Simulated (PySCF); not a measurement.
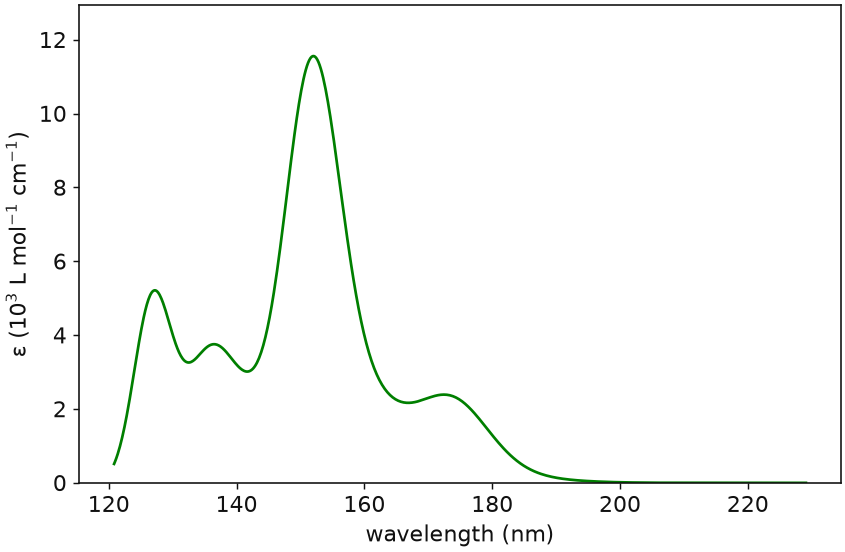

Computed absorption of B₂NH₃F₂, SMILES NBB(F)F. Vertical TDDFT excitations, ωB97X-D/def2-SVPD with PySCF 2.14.0, at a PBE0-D3(BJ)/def2-SVP geometry (no frequency check), gas phase. The lowest 10 singlet states are shown; each is broadened by a Gaussian of 1/e half-width 0.33 eV. States within 0.01 eV of each other are merged, with their strengths summed. The highest state may be half of a pair whose partner wasn't computed.

Where is the lowest singlet, and is it bright?

Answer. S1 lies at 6.61 eV (188 nm) with f = 0.001, mainly HOMO → LUMO+1 (76 %); it is dark or nearly so.

Where is the maximum of the broadened curve, and how high is it?

Answer. At about 8.2 eV (152 nm), with ε near 12000 L mol⁻¹ cm⁻¹.

Does any vertical transition fall in the visible?

Answer. No singlet lies below 3.1 eV (beyond 400 nm), so at this level no vertical transition falls in the visible.

Known limits of this run: one conformer of a flexible molecule; core orbitals are frozen in the response.
